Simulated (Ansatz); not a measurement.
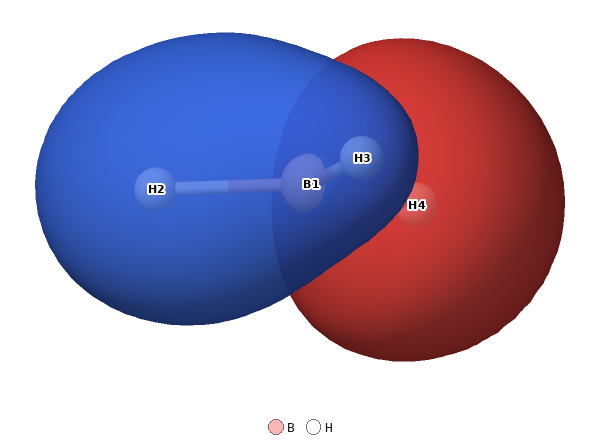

Figure 1: BH₃. The HOMO at ±0.1 Å⁻³ᐟ² (blue and red are the two phases), seen from one side.

Theory: Ansatz 0.2.0, RKS PBE-D4/def2-SVP.

> Where does this orbital lie, and at what energy?

It lies mainly on B1 (about 45 %), H4 (about 35 %) and H2 (about 15 %); it is symmetric in the molecular plane (an in-plane orbital: σ, lone-pair or in-plane π type). It is one of a degenerate set, so its orientation is arbitrary. Its energy is −8.34 eV.
